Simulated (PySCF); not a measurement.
```yaml
atoms:
  - { symbol: Si, position_ang: [0.0149, -0.0067, -0.5750] }
  - { symbol: N, position_ang: [0.0635, 0.0878, 1.1143] }
  - { symbol: H, position_ang: [0.7398, -0.4475, 1.6458] }
  - { symbol: H, position_ang: [-0.7512, 0.3537, 1.6544] }
  - { symbol: Cl, position_ang: [1.9390, -0.0388, -1.2665] }
  - { symbol: Cl, position_ang: [-0.9943, 1.6193, -1.2982] }
  - { symbol: Cl, position_ang: [-0.9199, -1.6698, -1.3434] }
```

Geometry: PBE0-D3(BJ)/def2-SVP.

The calculation used PySCF 2.14.0, PBE0/pcSseg-1, SCF density, gas phase, non-relativistic.

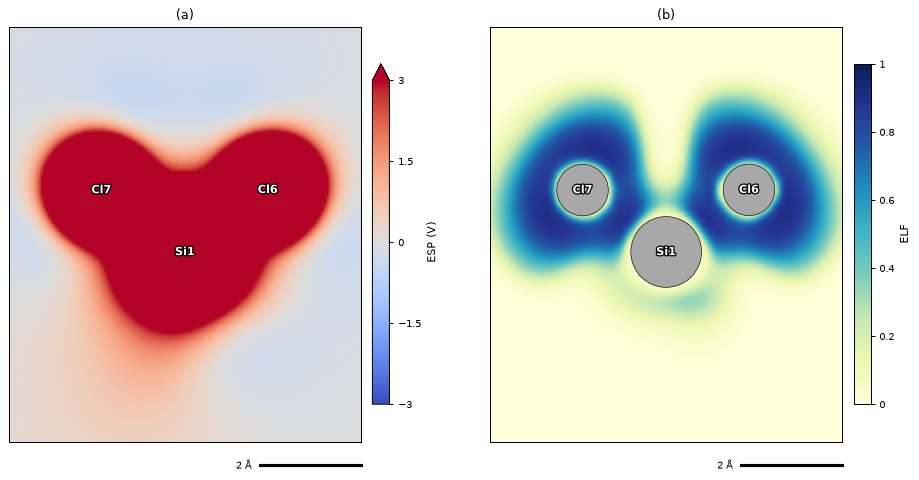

Cl₃H₂NSi (Si(NH2)Cl3). (a) molecular electrostatic potential; (b) electron localisation function on the plane of atoms Cl6, Si1 and Cl7. Grey discs cover the atomic cores in the ELF map.

Question: Interpret the plot.

Answer: The plane passes through Si and Cl nuclei. Si–Cl (2.05 Å): the ELF peaks at about 0.90 between the atoms, as expected for a polar covalent bond. The ELF also peaks beside Cl7 and Cl6, away from the bonds: lone-pair regions. Outside the dense part of the molecule the potential is most negative (−0.4 V) near Cl7.
